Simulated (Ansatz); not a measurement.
# Y4SiI5 (C2/m): the equilibrium volume, part 2 of 2

Aim: the volume at which the pressure of Y4SiI5 (C2/m) vanishes.

Ansatz 0.2.0; DFT PBEsol, scalar-relativistic, plane waves, PAW. Earlier steps stand in the parts before.

## (4) Full relaxation

Contents of input.yaml:

```yaml
crystal:
  lattice:
    - [9.2883536793, -2.0545761226, 0.0011809495]
    - [9.2883536793, 2.0545761226, 0.0011809495]
    - [-1.9050970262, 0.0, 8.371669958]
  atoms:
    - { symbol: I, position: [0.6722560651, 0.6722560651, 0.8227292217] }
    - { symbol: I, position: [0.3277439349, 0.3277439349, 0.1772707783] }
    - { symbol: I, position: [0.6686575104, 0.6686575104, 0.3431466411] }
    - { symbol: I, position: [0.3313424896, 0.3313424896, 0.6568533589] }
    - { symbol: I, position: [0.0, 0.0, 0.5] }
    - { symbol: "Y", position: [0.8516522677, 0.8516522677, 0.9252180912] }
    - { symbol: "Y", position: [0.1483477323, 0.1483477323, 0.0747819088] }
    - { symbol: "Y", position: [0.4997277102, 0.4997277102, 0.7862947111] }
    - { symbol: "Y", position: [0.5002722898, 0.5002722898, 0.2137052889] }
    - { symbol: Si, position: [0.0, 0.0, 0.0] }
basis:
  ecutwfc: 420
kpoints:
  mp_grid: { grid: [8, 8, 4] }
hamiltonian:
  xc: pbesol
scf:
  occupations: { method: gaussian, width: 0.05 }
output:
  forces: true
  stress: true
  eigenvalues: true
relax:
  adjacent_minimum: "off"
  f_tol: 0.01
  max_steps: 50
  cell: { stress_tol: 0.1 }
```

On the command line:

```sh
> ansatz run input.yaml --threads 8 --pin off --max-ram 14336MiB --backend cpu --events-out ev --progress --plain --runs-dir out
```

The log of the run, cut to the lines that bear on the results:

```text
Warning: RAYON_NUM_THREADS=8 ignored (pool sized by the plan → 8); use --threads N
[...]
Pseudopotentials: kind: paw
Pseudopotential: I, paw, valence charge 17, recommended cutoff 420 eV (normal), I.paw.azcp
Pseudopotential: Y, paw, valence charge 11, recommended cutoff 420 eV (normal), Y.paw.azcp
Pseudopotential: Si, paw, valence charge 4, recommended cutoff 420 eV (normal), Si.paw.azcp
Functional definition: PBEsol
[...]
Crystal: 10 atoms, lattice volume = 319.533 Å³
Basis set: ecut = 420 eV, 6219 PW (Γ), FFT grids on a1−a2, a2, a3, exchange–correlation on 60×128×120 points (8 copies of the dense FFT grid, shifted against one another)
Bands: 80, of which v1, the nominal top of the filled ones, is band 67 counted from 1 (66 counted from 0)
Symmetry: 4 space group operations
Space group: C2/m (ITA 12), of the structure as read, at distance tolerance 6.8e-5 Å
k-points: 78 of 256
[...]
    - [9.279752125548077, 2.055587041634615, 0.005901551784895806]
    - [-1.8990816883940858, 6.305088692298817e-18, 8.400065553085174]
  atoms:
    - { symbol: I, position: [0.6717854317812735, 0.6717854317812735, 0.8207637997113508] }
    - { symbol: I, position: [0.32821456821872674, 0.32821456821872674, 0.17923620028864887] }
    - { symbol: I, position: [0.6685169924463455, 0.6685169924463455, 0.34068807551856023] }
    - { symbol: I, position: [0.3314830075536546, 0.3314830075536546, 0.6593119244814397] }
    - { symbol: I, position: [-6.938893903907228e-18, -6.938893903907228e-18, 0.49999999999999994] }
    - { symbol: Y, position: [0.8513355763356317, 0.8513355763356317, 0.9268160025187959] }
    - { symbol: Y, position: [0.14866442366436847, 0.14866442366436847, 0.07318399748120405] }
    - { symbol: Y, position: [0.499619596301127, 0.499619596301127, 0.7868710902033054] }
    - { symbol: Y, position: [0.5003804036988732, 0.5003804036988732, 0.21312890979669463] }
    - { symbol: Si, position: [-4.008853821004471e-21, -4.008853821004471e-21, 5.1966404839205157e-20] }
```

Wall time 72 s (8 threads of Arm Neoverse V1, shared host); peak memory 2.2 GiB.

The steps of the relaxation:

```
step  energy from step 1 (meV/atom)  largest force component (eV/Å)  pressure (GPa)  volume (Å³/atom)
   1                            0.0                           0.029            0.09            31.953
   2                           -0.1                           0.027           -0.05            32.094
   3                           -0.2                           0.007           -0.01            32.051
   4                           -0.2                           0.007           -0.01            32.051
```

Step 1 is the start. Step 4 repeats the geometry before it on a plane-wave basis chosen anew for the final cell, which leaves the energy as it was.

Result: volume 32.051 Å³/atom, pressure -0.01 GPa, a metal on this mesh.

## (5) The way to zero pressure

```
step   level   mesh  relaxed  volume (Å³/atom)  pressure (GPa)
   2  PBEsol  4×4×2  nothing            33.823           -3.04
   3  PBEsol  6×6×4      all            31.953            0.09
   4  PBEsol  8×8×4      all            32.051           -0.01
```

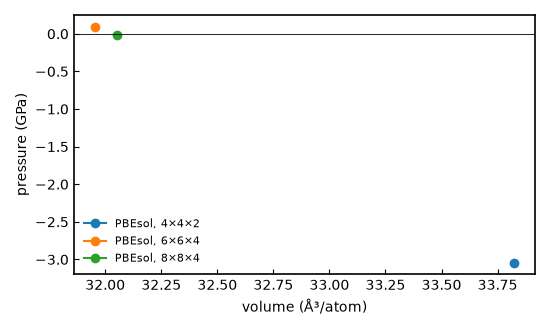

Pressure against volume, run by run.

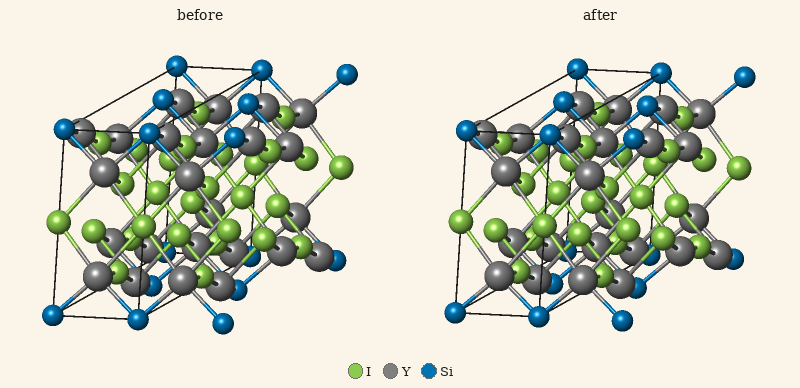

Before and after, drawn at the same scale. Drawn in the start's conventional cell.

The cell before and after:

| cell as typed | before | after | change |
| --- | --- | --- | --- |
| a (Å) | 9.634 | 9.505 | -1.3 % |
| b (Å) | 9.634 | 9.505 | -1.3 % |
| c (Å) | 8.807 | 8.612 | -2.2 % |
| α (°) | 102.43 | 102.40 | -0.04° |
| β (°) | 102.43 | 102.40 | -0.04° |
| γ (°) | 25.10 | 24.98 | -0.12° |
| volume (Å³/atom) | 33.823 | 32.051 | -5.2 % |
| shortest distance (Å) | 2.803 | 2.692 | -4.0 % |
| space group | C2/m | C2/m | same |

## (6) What came out

This closing draws on all 2 parts. Changes of volume or cell count from the first structure of part 1.

```
         quantity                                                                        value
           volume                                                               32.051 Å³/atom
         pressure                                                                    -0.01 GPa
conventional cell  a = 18.560 Å, b = 4.111 Å, c = 8.612 Å, α = 90.00°, β = 102.70°, γ = 90.00°
  gap on the mesh                                                                 none (metal)
```

**Reading.** Over the 3 runs shown the cell moved from 33.82 to 32.05 Å³/atom, a change of -5.2 %, where the pressure is zero within 0.01 GPa. Spin polarisation wasn't allowed in this run.
